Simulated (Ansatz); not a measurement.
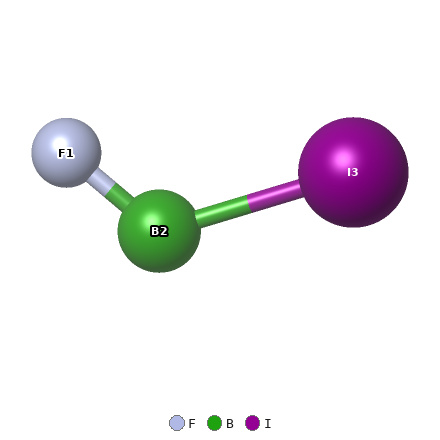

The system is BFI, SMILES F[B]I, spin multiplicity 2; the picture shows the reference structure. First axis: angle F1–B2–I3. Second axis: change of the bonds B2–F1, B2–I3, all alike. Nothing is relaxed (all other coordinates rigid). The scan uses a 15 × 15 grid. Points are written as (first, second). Energies: kJ/mol, counted from the lowest grid point. The calculation used UHF/def2-TZVP in Ansatz 0.2.0.

Its coordinates:

```xyz
3

F    -0.4446    1.3051   -0.0984
B    -0.5321    0.0428   -0.2860
I     0.9767   -1.3479    0.3844
```

Range: angle F1–B2–I3 from 77.8 to 167.8°; change of the bonds B2–F1, B2–I3, all alike from −0.189 to 0.292 Å.

**What landscape does the calculation give?**

The lowest grid point is at (122.8°, 0.017 Å). It is the only kind of minimum in the scanned range. The highest grid point, (77.8°, −0.189 Å), lies 590 kJ/mol above the lowest. Round the minimum the two coordinates are weakly coupled (coupling 0.11 in units of the two stiffnesses).

```csv
"second ↓, first →",77.8,84.3,90.7,97.1,103.6,110.0,116.4,122.8,129.3,135.7,142.1,148.6,155.0,161.4,167.8
0.292,281,242,215,195,182,174,171,172,176,184,194,208,223,240,258
0.258,264,221,190,168,154,145,142,142,147,155,166,180,197,216,236
0.223,248,201,166,142,126,117,113,113,118,126,138,153,171,191,213
0.189,235,183,145,119,101,91,86,86,91,99,112,128,147,168,192
0.155,225,168,127,98,79,67,62,61,66,75,88,104,124,147,172
0.120,219,157,112,80,59,46,40,39,43,52,65,82,103,127,154
0.086,218,151,102,67,44,29,22,21,25,34,47,65,86,111,139
0.052,224,151,97,60,34,18,9,8,11,20,33,51,73,99,128
0.017,238,158,100,59,30,12,3,0,3,12,25,43,65,92,122
−0.017,260,174,111,66,35,15,4,0,3,11,24,42,65,92,122
−0.052,295,201,133,84,49,27,14,9,11,19,32,51,73,100,131
−0.086,342,241,167,113,75,51,36,30,31,38,51,69,92,119,150
−0.120,404,296,215,156,115,88,71,63,63,70,82,100,123,150,181
−0.155,487,371,283,219,174,143,124,114,113,119,131,148,171,198,229
−0.189,590,466,371,301,251,217,195,184,181,186,197,214,236,263,294
```

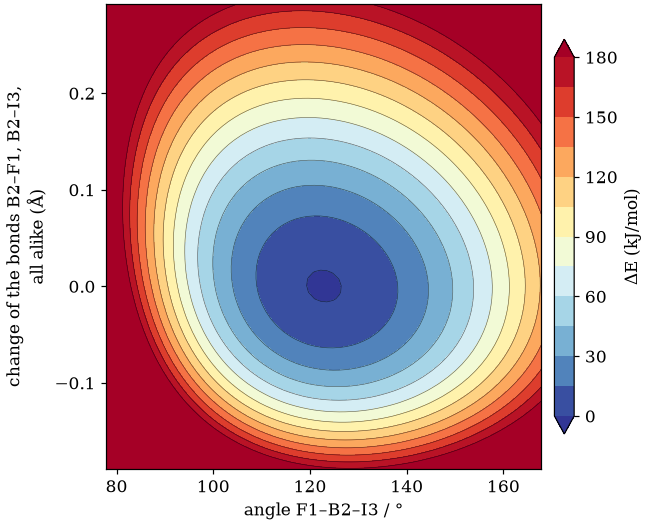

In the figure: filled contours, one colour for all values above the top of the scale. Between grid points the surface is interpolated.

Each point was launched as `ansatz run input.yaml --threads 1 --pin off --max-ram 2560MiB --backend cpu --events-out ev --progress --plain --runs-dir out`. The whole map (225 points run) took 21 min on 1 thread of Arm Neoverse N1, on a shared host.
